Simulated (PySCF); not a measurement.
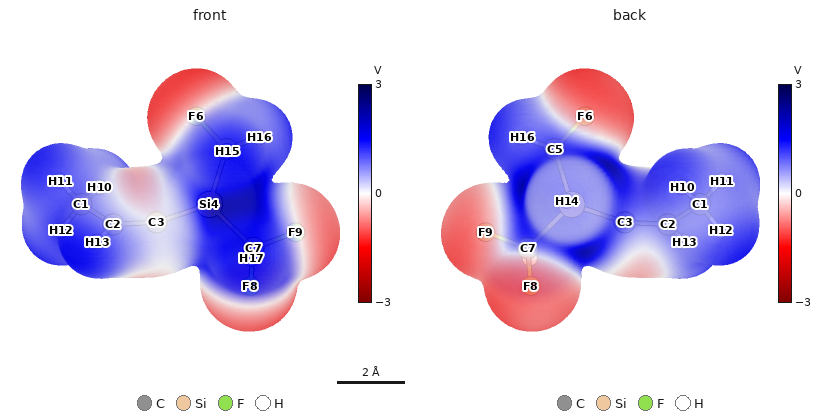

C₅H₈F₃Si (doublet). The molecular electrostatic potential painted on the density surface at 0.004 e/bohr³, seen from the front and from behind; red is negative and blue positive.

Geometry: GFN2-xTB.

The calculation used PySCF 2.14.0, density-fitted response routines, UKS B3LYP, pcH-1 on C F H Si, non-relativistic, mean-field spin-orbit, GIAO.

```yaml
atoms:
  - { symbol: C, position_ang: [2.9951, 0.1313, 0.3385] }
  - { symbol: C, position_ang: [1.9063, -0.5879, -0.4123] }
  - { symbol: C, position_ang: [0.6386, -0.5541, -0.1447] }
  - { symbol: Si, position_ang: [-0.8213, 0.0138, 0.7895] }
  - { symbol: C, position_ang: [-1.5307, 1.5672, -0.0906] }
  - { symbol: F, position_ang: [-0.6218, 2.6054, -0.0196] }
  - { symbol: C, position_ang: [-2.1670, -1.3743, 0.5660] }
  - { symbol: F, position_ang: [-1.9057, -2.4303, 1.3869] }
  - { symbol: F, position_ang: [-3.3977, -0.9118, 0.9348] }
  - { symbol: H, position_ang: [2.5769, 0.7070, 1.1582] }
  - { symbol: H, position_ang: [3.5171, 0.8000, -0.3435] }
  - { symbol: H, position_ang: [3.7102, -0.5930, 0.7243] }
  - { symbol: H, position_ang: [2.2717, -1.1720, -1.2541] }
  - { symbol: H, position_ang: [-0.7328, 0.2592, 2.2336] }
  - { symbol: H, position_ang: [-1.7223, 1.4040, -1.1545] }
  - { symbol: H, position_ang: [-2.4497, 1.9324, 0.3746] }
  - { symbol: H, position_ang: [-2.2739, -1.7850, -0.4475] }
```

### Describe the electrostatic potential map.

The most negative region (about −1.1 V) lies over F6, the most positive (about +2.1 V) over Si4.
